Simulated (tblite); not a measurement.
# CH7GeNOSi: the cost of one run

Computed with tblite 0.8.0 and PySCF 2.14.0; each step states its level. No surroundings beyond the atoms listed, unless a continuum is named. Atoms count from 0, parts from 1.

## Step 1: The system as given

12 atoms, charge 0, multiplicity 3; geometry: distance geometry start.

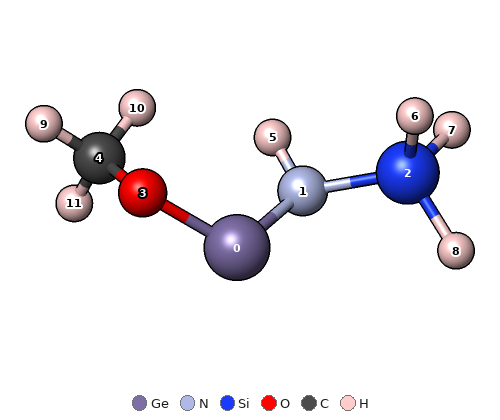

The starting geometry (germanium purple, nitrogen light blue, silicon blue, oxygen red, carbon dark grey, hydrogen pink), atoms numbered.

## Step 2: Geometry optimisation with GFN2-xTB

What the job is given:

```
{"job": {"kind": "relax", "xc": "GFN2-xTB", "basis": "xTB"}, "charge": 0, "multiplicity": 3}
Ge     0.240501     0.427593    -1.510313
N     -0.775400    -0.616528    -0.356368
Si    -2.444422    -0.098465    -0.156611
O      1.737547     1.081103    -0.777909
C      2.443496     0.159847    -0.021169
H     -0.283987    -0.813524     0.548651
H     -2.566009     1.220753     0.477244
H     -3.123645    -1.038837     0.746974
H     -3.224166    -0.181962    -1.397015
H      3.321161     0.715352     0.407478
H      1.857917    -0.176578     0.872181
H      2.844829    -0.690604    -0.576977
```

Method: GFN2-xTB geometry optimisation, gas phase.

The run is started by

```sh
$ OMP_NUM_THREADS=1 python cluster_run.py task.json out
```

This one command runs all jobs of the session in turn.

**Question.** How long does this first job take on 1 thread of AMD EPYC 7R43, shared host?

About 5.9 s.
